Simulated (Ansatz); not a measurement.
# PBE0/def2-TZVPPD run of AlH (SMILES [AlH])

What is the electronic atomisation energy of AlH at PBE0/def2-TZVPPD? 

The calculation is run with Ansatz 0.2.0.

33 further runs of the same task are left out: 33 set aside as unsound or not needed.

## (1) The molecule

The species is AlH (2 atoms), meant as a singlet with charge 0. As SMILES, `[AlH]`. The coordinates come from a PBE0-D4/def2-TZVP relaxation.

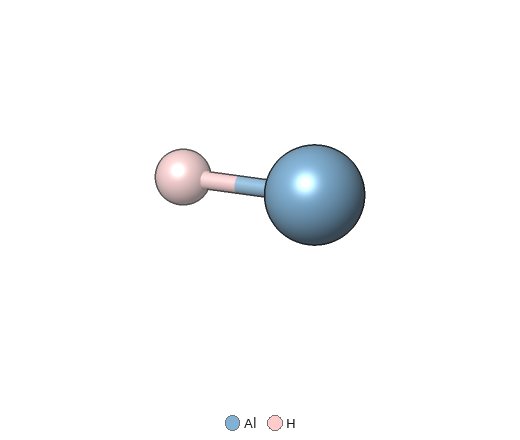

Viewed from a chosen angle; aluminium light blue, hydrogen pink.

## (2) The energy at PBE0/def2-TZVPPD

Input file input.yaml:

```yaml
crystal:
  periodic: [false, false, false]
  atoms:
    - {symbol: Al, position_ang: [-0.000000, 0.000000, -0.025640]}
    - {symbol: H, position_ang: [0.000000, -0.000000, 1.639110]}
basis:
  gaussian: {orbitals: def2-TZVPPD.json}
hamiltonian: {xc: {name: PBE0}}
accuracy: high
output: {orbitals: {seedname: orbitals}}
```

The basis set def2-TZVPPD is read from a file made from the Basis Set Exchange's data (not shown).

Started as:

```
$ ansatz run input.yaml --threads 1 --pin off --max-ram 3480MiB --events-out events.jsonl --progress --plain --runs-dir runs
```

Output:

```text
Warning: RAYON_NUM_THREADS=1 ignored (pool sized by the plan → 1); use --threads N
Functional definition: PBE0
  name "PBE0"
  parameter a = 0.25
  parameter kappa = 0.804
  parameter beta = 0.06672455060314922
  exchange = (1 - a)*pbe_x(kappa = kappa, mu = beta*pi^2/3) + a*exact_x
  correlation = pbe_c(beta = beta)
816 factors; integrals over basis functions are off by at most 3.6e-9 eV
mean field evaluation 1: about -6608.0984 eV, gradient 9.9e0 eV
mean field evaluation 2: about -6608.4456 eV, gradient 4.8e0 eV
mean field evaluation 4: about -6608.5613 eV, gradient 6.0e-1 eV
mean field evaluation 8: about -6608.5618 eV, gradient 2.1e-3 eV
mean field evaluation 16: about -6608.5618 eV, gradient 3.1e-8 eV
mean field -6608.56175022 eV, -242.8601648766 hartree, gradient 2.3e-8 eV, S^2 0.000000; 0 other end points of the search recorded, 0 dependent functions left out
reference -6608.56175205 eV, -242.8601649439 hartree; 7, 7 occupied and 58, 58 virtual orbitals, 816 factors
Total energy: -6608.56175205 eV, -242.8601649439 hartree
```

Wall time 1.1 s (1 thread of Arm Neoverse V2, shared host); peak memory 0.11 GiB.

## (3) The Al atom, same level

Input file input.yaml:

```yaml
basis:
  gaussian: {orbitals: def2-TZVPPD.json}
crystal:
  periodic: [false, false, false]
  atoms:
    - {symbol: Al, position_ang: [0.000000, 0.000000, 0.000000]}
hamiltonian: {xc: pbe0}
accuracy: high
magnetization: {spin_polarized: true, initial_magnetization: 1}
```

The basis set def2-TZVPPD is read from a file made from the Basis Set Exchange's data (not shown).

Run the same way, it converges to -242.24904 Eh (log not shown).

## (4) The H atom

Input file input.yaml:

```yaml
crystal:
  periodic: [false, false, false]
  atoms:
    - {symbol: H, position_ang: [0.000000, 0.000000, 0.000000]}
basis:
  gaussian:
    orbitals: def2-TZVPPD.json
total_charge: 0
magnetization:
  spin_polarized: true
  initial_magnetization: 1
hamiltonian:
  xc: pbe0
accuracy: high
```

The basis set def2-TZVPPD is read from a file made from the Basis Set Exchange's data (not shown).

Run the same way, it converges to -0.50104 Eh (log not shown).

## (5) Results

Level: PBE0/def2-TZVPPD.

| quantity | value |
| --- | --- |
| molecule: total energy | -242.86016 Eh |
| molecule: HOMO energy | -5.83 eV |
| molecule: LUMO energy | -1.80 eV |
| molecule: HOMO–LUMO gap | 4.03 eV |
| Al atom: total energy | -242.24904 Eh |
| Al atom: ⟨S²⟩ | 0.757 |
| H atom: total energy | -0.50104 Eh |
| H atom: ⟨S²⟩ | 0.750 |
| electronic atomisation energy | 2.996 eV |

**Reading.** Taking the molecule apart into free atoms costs 3.00 eV (289 kJ/mol), before zero-point energy and without spin-orbit coupling.
